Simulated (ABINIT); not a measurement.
**A GW chain in ABINIT: CuI (Marshite)**

How does a plane-wave GW calculation on CuI (Marshite) run from the first input to the gap?

Method: PBE and many-body steps on it, plane waves, in ABINIT 10.8.3.

The database entry behind the starting cell differs from later determinations by our own check (about 0.15 % long (mineral sample)), so it need not match the best structure at ambient conditions.

In doubt: a PseudoDojo file used here is known to give poor structures and forces, which bears on pressures, cells, forces and phonons.

### 1. The starting structure

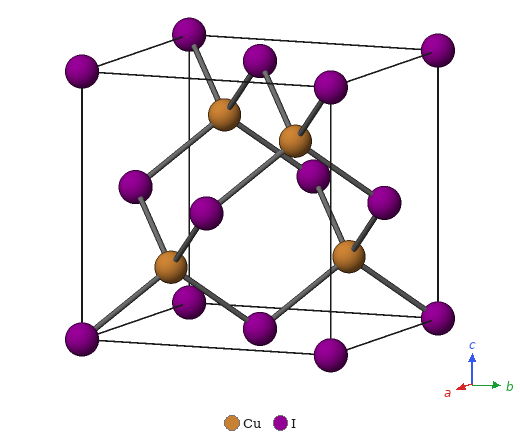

The cell as given, slightly off an axis (copper orange, iodine purple). This picture shows the conventional cell, with its axes. Bonds to atoms that aren't drawn are left out. Some periodic images of atoms are drawn too.

Structure file:

```cif
data_structure
_symmetry_space_group_name_H-M 'P 1'
_symmetry_Int_Tables_number 1
_cell_length_a 4.2872
_cell_length_b 4.2872
_cell_length_c 4.2872
_cell_angle_alpha 60.000
_cell_angle_beta 60.000
_cell_angle_gamma 60.000
_cell_volume 55.72
loop_
_atom_site_label
_atom_site_type_symbol
_atom_site_fract_x
_atom_site_fract_y
_atom_site_fract_z
_atom_site_occupancy
Cu1 Cu 0.25000 0.25000 0.25000 1
I2 I 0.00000 0.00000 0.00000 1
```

The cell and positions come from the Crystallography Open Database and are kept as given unless a step says otherwise.

### 2. Ground state

This step: ABINIT 10.8.3; DFT, PBE with spin-orbit coupling, plane waves, norm-conserving pseudopotentials.

The ground-state density comes first.

run.abi

```
acell 3*1.0 Angstrom
rprim 
  0.000000000000 3.031500000000 3.031500000000
  3.031500000000 -0.000000000000 3.031500000000
  3.031500000000 3.031500000000 0.000000000000
ntypat 2
znucl 29 53
natom 2
typat 1 2
xred 
  0.250000000000 0.250000000000 0.250000000000
  0.000000000000 0.000000000000 0.000000000000
pp_dirpath "pseudos"
pseudos "Cu.upf, I.upf"
ecut 42
nspinor 2
ngkpt 4 4 4
nshiftk 1
shiftk 0 0 0
kptopt 1
chksymbreak 0
nband 36
occopt 1
tolvrs 1e-10
nstep 60
prtwf 0
optforces 0
optstress 0
indata_prefix "in"
outdata_prefix "out"
tmpdata_prefix "tmp"
```

The run is started by

```
$ OMP_NUM_THREADS=1 mpirun -n 8 abinit run.abi > log
```

Numbers of over 12 decimals in the logs are rounded to 6 here.

The program printed:

```text
.Version 10.8.3 of ABINIT. v10.8.2 released Aug 2026.

 Symmetries : space group F-4 3 m (#216); Bravais cF (face-center cubic)
================================================================================
 Values of the parameters that define the memory need of the present run
     intxc =       0    ionmov =       0      iscf =       7    lmnmax =      18
     lnmax =      18     mgfft =      48  mpssoang =       5    mqgrid =    3001
     natom =       2  nloc_mem =       1    nspden =       1   nspinor =       2
    nsppol =       1      nsym =      24    n1xccc =    2501    ntypat =       2
    occopt =       1   xclevel =       2
-    mband =          36        mffmem =           1         mkmem =           1
       mpw =        4916          nfft =      110592          nkpt =           8
================================================================================
  Rough estimation (10% accuracy) of disk space for files :
================================================================================

--------------------------------------------------------------------------------
------------- Echo of variables that govern the present computation ------------
--------------------------------------------------------------------------------
 -outvars: echo values of preprocessed input variables --------
            acell      1.8897261259E+00  1.8897261259E+00  1.8897261259E+00 Bohr

      chksymbreak           0
             ecut      4.20000000E+01 Hartree
-          fftalg         312

              ixc     -101130
              kpt      0.00000000E+00  0.00000000E+00  0.00000000E+00
                       2.50000000E-01  0.00000000E+00  0.00000000E+00
                       5.00000000E-01  0.00000000E+00  0.00000000E+00
                       2.50000000E-01  2.50000000E-01  0.00000000E+00
                       5.00000000E-01  2.50000000E-01  0.00000000E+00
                      -2.50000000E-01  2.50000000E-01  0.00000000E+00
                       5.00000000E-01  5.00000000E-01  0.00000000E+00
                      -2.50000000E-01  5.00000000E-01  2.50000000E-01
         kptrlatt        4    0    0      0    4    0      0    0    4
          kptrlen      3.24064478E+01
P           mkmem           1
            natom           2
            nband          36
            ngfft          48      48      48
             nkpt           8
          nspinor           2
            nstep          60
             nsym          24
           ntypat           2
              occ      1.000000  1.000000  1.000000  1.000000  1.000000  1.000000
                       1.000000  1.000000  1.000000  1.000000  1.000000  1.000000
                       1.000000  1.000000  1.000000  1.000000  1.000000  1.000000
                       1.000000  1.000000  1.000000  1.000000  1.000000  1.000000
                       1.000000  1.000000  0.000000  0.000000  0.000000  0.000000
                       0.000000  0.000000  0.000000  0.000000  0.000000  0.000000
        optforces           0
        optstress           0
            prtwf           0
            rprim      0.0000000000E+00  3.0315000000E+00  3.0315000000E+00
                       3.0315000000E+00 -0.0000000000E+00  3.0315000000E+00
                       3.0315000000E+00  3.0315000000E+00  0.0000000000E+00
          spgroup         216

           tolvrs      1.00000000E-10

             xred      2.5000000000E-01  2.5000000000E-01  2.5000000000E-01
                       0.0000000000E+00  0.0000000000E+00  0.0000000000E+00
            znucl       29.00000   53.00000

================================================================================

 chkinp: Checking input parameters for consistency.

================================================================================
== DATASET  1 ==================================================================
-   mpi_nproc: 8, omp_nthreads: 1 (-1 if OMP is not activated)

--- !DatasetInfo
iteration_state: {dtset: 1, }
dimensions: {natom: 2, nkpt: 8, mband: 36, nsppol: 1, nspinor: 2, nspden: 1, mpw: 4916, }
cutoff_energies: {ecut:  42.0, pawecutdg:  -1.0, }
electrons: {nelect:   2.60000000E+01, charge:   0.00000000E+00, occopt:   1.00000000E+00, tsmear:   1.00000000E-02, }

 Real(R)+Recip(G) space primitive vectors, cartesian coordinates (Bohr,Bohr^-1):
 R(1)=  0.0000000  5.7287048  5.7287048  G(1)= -0.0872798  0.0872798  0.0872798
 R(2)=  5.7287048  0.0000000  5.7287048  G(2)=  0.0872798 -0.0872798  0.0872798
 R(3)=  5.7287048  5.7287048  0.0000000  G(3)=  0.0872798  0.0872798 -0.0872798
 Unit cell volume ucvol=  3.7600993E+02 bohr^3
 Angles (23,13,12)=  6.00000000E+01  6.00000000E+01  6.00000000E+01 degrees

 getcut: wavevector=  0.0000  0.0000  0.0000  ngfft=  48  48  48
         ecut(hartree)=     42.000   => boxcut(ratio)=   2.03086

--- Pseudopotential description ------------------------------------------------
- Cu Generated using ONCVPSP code by D. R. Hamann
- 29.00000  19.00000  180423                  znucl, zion, pspdat
12 -101130 2 -1 1492                          pspcod,pspxc,lmax,lloc,mmax
     nproj     2     3     2     0
     spin-orbit psp
        nprojso     4     4     0
  pspatm : epsatm=   21.68135599
         --- l  ekb(1:nproj) -->
             0   -0.400201    5.020722
             1   -3.479747   -0.760379   -0.000054
             2   -6.869126   -2.531448
  spin-orbit 1    0.143883    0.047521   -0.001286   -0.000163
  spin-orbit 2    0.024044    0.006132   -0.001921   -0.001043
 pspatm: atomic psp has been read  and splines computed

- I Generated using ONCVPSP code by D. R. Hamann
- 53.00000   7.00000  180423                  znucl, zion, pspdat
12 -101130 2 -1 1210                          pspcod,pspxc,lmax,lloc,mmax
     nproj     2     4     4     0
     spin-orbit psp
        nprojso     4     4     0
  pspatm : epsatm=   19.15675463
         --- l  ekb(1:nproj) -->
             0    0.912828    5.952026
             1    3.997763    0.747877    0.008227    0.000022
             2    4.180861    0.714097    0.003511    0.000039
  spin-orbit 1   -0.419626    0.211238    0.050102   -0.000483
  spin-orbit 2    0.305294   -0.042129    0.013865   -0.001013
 pspatm: atomic psp has been read  and splines computed

   1.06179088E+03                                ecore*ucvol(ha*bohr**3)
--------------------------------------------------------------------------------

_setup2: Arith. and geom. avg. npw (full set) are    4887.172    4887.148

================================================================================

--- !BeginCycle
iteration_state: {dtset: 1, }
solver: {iscf: 7, nstep: 60, nline: 4, wfoptalg: 0, }
tolerances: {tolvrs: 1.00E-10, }

     iter   Etot(hartree)      deltaE(h)  residm     vres2
 ETOT  1  -197.82843998543    -1.978E+02 1.734E-01 1.705E+04
 ETOT  2  -197.96543326508    -1.370E-01 1.204E-01 3.309E+04
 ETOT  3  -201.68538408815    -3.720E+00 5.100E-02 6.112E+03
 ETOT  4  -202.18555297698    -5.002E-01 4.083E-02 2.353E+03
 ETOT  5  -202.37284485363    -1.873E-01 7.294E-03 9.427E+02
 ETOT  6  -202.45760372892    -8.476E-02 9.951E-04 3.285E+02
 ETOT  7  -202.49945360864    -4.185E-02 6.993E-04 4.341E+01
 ETOT  8  -202.50180445452    -2.351E-03 5.967E-05 2.694E+01
 ETOT  9  -202.50586374224    -4.059E-03 7.399E-05 8.722E-01
 ETOT 10  -202.50598716190    -1.234E-04 5.600E-05 1.470E-02
 ETOT 11  -202.50598914640    -1.984E-06 4.977E-06 3.974E-03
 ETOT 12  -202.50598984036    -6.940E-07 3.155E-05 1.112E-04
 ETOT 13  -202.50598985857    -1.820E-08 4.021E-06 8.161E-06
 ETOT 14  -202.50598986015    -1.583E-09 3.287E-05 6.634E-09
 ETOT 15  -202.50598986014     1.035E-11 3.521E-06 1.396E-10
 ETOT 16  -202.50598986015    -9.379E-12 3.019E-05 1.959E-10
 ETOT 17  -202.50598986015    -4.718E-12 3.077E-06 3.282E-12

 At SCF step   17       vres2   =  3.28E-12 < tolvrs=  1.00E-10 =>converged.

--- !ResultsGS
iteration_state: {dtset: 1, }
comment   : Summary of ground state results
lattice_vectors:
- [  0.0000000,   5.7287048,   5.7287048, ]
- [  5.7287048,  -0.0000000,   5.7287048, ]
- [  5.7287048,   5.7287048,   0.0000000, ]
lattice_lengths: [   8.10161,    8.10161,    8.10161, ]
lattice_angles: [ 60.000,  60.000,  60.000, ] # degrees, (23, 13, 12)
lattice_volume:   3.7600993E+02
convergence: {deltae: -4.718E-12, res2:  3.282E-12, residm:  3.077E-06, diffor:  0.000E+00, }
etotal    :  -2.02505990E+02
entropy   :   0.00000000E+00
fermie    :   1.49562073E-01
cartesian_stress_tensor: null
pressure_GPa: null
xred      :
- [  2.5000E-01,   2.5000E-01,   2.5000E-01, Cu]
- [  0.0000E+00,   0.0000E+00,   0.0000E+00,  I]
cartesian_forces: null
force_length_stats: {min: null, max: null, mean: null, }

 Integrated electronic density in atomic spheres:
 ------------------------------------------------
 Atom  Sphere_radius  Integrated_density
    1        2.00000         17.36513358
    2        2.00000          2.87365827
================================================================================

 ----iterations are completed or convergence reached----

 Mean square residual over all n,k,spin=   14.808E-09; max=  30.771E-07
 reduced coordinates (array xred) for    2 atoms
       0.250000000000      0.250000000000      0.250000000000
       0.000000000000      0.000000000000      0.000000000000
 rms dE/dt=  0.0000E+00; max dE/dt=  0.0000E+00; dE/dt below (all hartree)
    1       0.000000000000      0.000000000000      0.000000000000
    2       0.000000000000      0.000000000000      0.000000000000

 cartesian coordinates (angstrom) at end:
    1      1.515750     1.515750     1.515750
    2      0.000000     0.000000     0.000000
 length scales=  1.889726125908  1.889726125908  1.889726125908 bohr
              =  1.000000000000  1.000000000000  1.000000000000 angstroms
 prteigrs : about to open file out_EIG
 Fermi (or HOMO) energy (hartree) =   0.14956   Average Vxc (hartree)=  -0.33435
 Eigenvalues (hartree) for nkpt=   8  k points:
 kpt#   1, nband= 36, wtk=  0.01563, kpt=  0.0000  0.0000  0.0000 (reduced coord)
  -3.95274   -3.95274   -2.45255   -2.45255   -2.35760   -2.35760   -2.35760   -2.35760
  -0.37204   -0.37204   -0.00684   -0.00684    0.01483    0.01483    0.01483    0.01483
   0.07583    0.07583    0.07583    0.07583    0.13407    0.13407    0.14956    0.14956
   0.14956    0.14956    0.18406    0.18406    0.32017    0.32017    0.32300    0.32300
   0.32300    0.32300    0.44861    0.44861
 prteigrs : prtvol=0 or 1, do not print more k-points.

--- !EnergyTerms
iteration_state     : {dtset: 1, }
comment             : Components of total free energy in Hartree
kinetic             :  9.06089491108493E+01
hartree             :  9.18787380230873E+01
xc                  : -2.73482895675201E+01
Ewald energy        : -9.13430046365284E+01
psp_core            :  2.82383732132904E+00
local_psp           : -2.37438982650459E+02
non_local_psp       : -3.16872374609098E+01
total_energy        : -2.02505989860152E+02
total_energy_eV     : -5.51046870720930E+03
band_energy         : -2.21347391502207E+01

== END DATASET(S) ==============================================================
================================================================================

 -outvars: echo values of variables after computation  --------
           etotal     -2.0250598986E+02
            nband          36
             nkpt           8
          spgroup         216
 [... the other variables as echoed above ...]

 Calculation completed.
```

Wall time 30 s (8 MPI ranks of Arm Neoverse V2, shared host); peak memory 0.77 GiB; 3.9 min of CPU time.

Numbers from this step:

- total energy: -5510.4687 eV
- gap: 0.9388 eV
- k of the valence top: 0, 0, 0
- k of the conduction bottom: 0, 0, 0
- least direct gap: 0.9388 eV

The gap is direct, at Γ.

(Part 1 of 3 ends here.)

[Paths, hosts, dates, memory and timing lines, banners, echoed tables and standing remarks are left out of the program output.]

[Logs are printed without paths, hosts, clocks, repeated set-up lines and the standing remarks that a program may print on its own settings, such as how far it seeks lower states.]

[Runs of the session that timed out or met a known fault of the program may be left out.]

[Hosts, paths, dates, database ids (printed as entryN), source tags and the programs' standing remarks are cut or masked in the printed files.]

[G0W0 gaps are taken among the corrected bands and points alone; a level outside them can change the order at an edge.]

[Where Ansatz stands beside ABINIT at settings called matched, ABINIT's density can come from a denser mesh and the files from another edition; pairs whose starting gaps differed by over 0.03 eV were left out, so agreement reads better than it is.]
